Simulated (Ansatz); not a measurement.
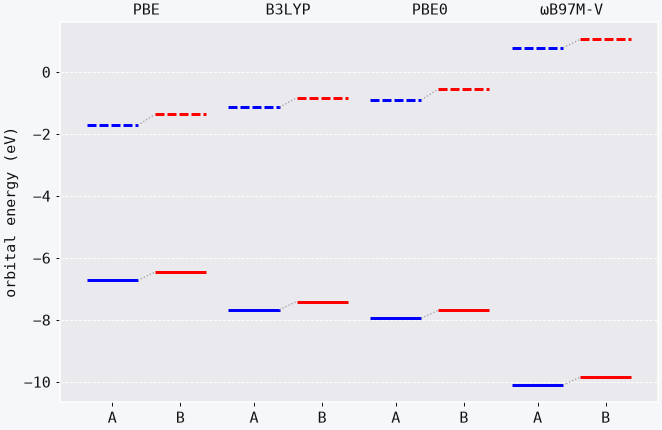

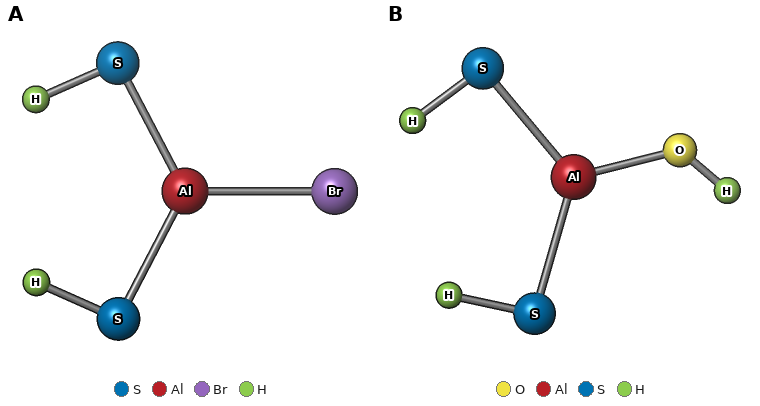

One change: A, AlH₂S₂Br (SMILES [SH][Al]([SH])[Br]), becomes B, AlH₃S₂O (SMILES [OH][Al]([SH])[SH]). Br on Al is replaced by OH. HOMO (solid) and LUMO (dashed) computed in def2-TZVPP at PBE0-D4/def2-TZVP geometries, both minima by their frequencies, gas phase, the Ansatz code 0.2.0. Empty levels above zero depend strongly on the basis.

### What does the change do to HOMO and LUMO?

PBE: the HOMO rises by 0.26 eV, the LUMO rises by 0.35 eV, and the separation goes from 5.00 to 5.09 eV. B3LYP: the HOMO rises by 0.26 eV, the LUMO rises by 0.31 eV, and the separation goes from 6.53 to 6.58 eV. PBE0: the HOMO rises by 0.26 eV, the LUMO rises by 0.36 eV, and the separation goes from 7.05 to 7.14 eV. ωB97M-V: the HOMO rises by 0.26 eV, the LUMO rises by 0.27 eV, and the separation goes from 10.89 to 10.90 eV.

### Do the functionals agree on the effect?

They agree on the direction for both levels; the HOMO shift lies between 0.26 and 0.26 eV and the LUMO shift between 0.27 and 0.36 eV, while the separations themselves differ by up to 5.9 eV between functionals.
